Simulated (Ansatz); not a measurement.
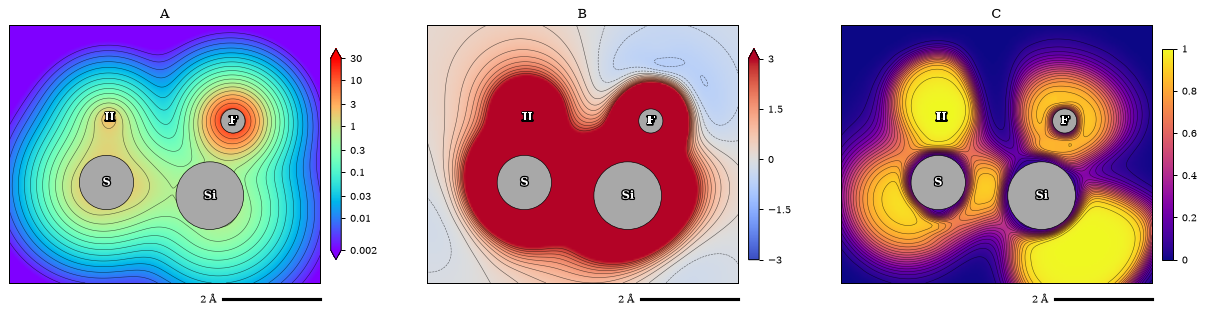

FHSSi: 3 fields on the molecular plane, with unlabelled colour scales. Grey discs cover the atomic cores.

Geometry: PBE0-D4/def2-TZVP.

Level of theory: Ansatz 0.2.0, isolated molecule in a Gaussian basis; Kohn-Sham density functional theory, functional PBE0.

```yaml
atoms:
  - { symbol: F, position_ang: [-1.6955, -0.8016, -3.3207] }
  - { symbol: S, position_ang: [0.5072, -2.1540, -1.9897] }
  - { symbol: Si, position_ang: [-1.3476, -2.3590, -3.0658] }
  - { symbol: H, position_ang: [0.5169, -0.8089, -2.0288] }
```

Q: Match the panels to the quantities (electron density, electron localisation function and electrostatic potential).

A: Panel A: electron density. Panel B: electrostatic potential (strongly positive close to the atoms, with negative regions outside electron-rich atoms). Panel C: electron localisation function. From the grid: Si–F (1.62 Å): ρ at the midpoint is about 1.1 e/Å³; the ELF peaks at about 0.85 in the valence shell of F, 0.6 Å from its nucleus, and is about 0.40 at the midpoint. Si–S (2.15 Å): the density is about 0.81 e/Å³ at the midpoint; the ELF peaks at about 0.90 between the atoms; a covalent bond.
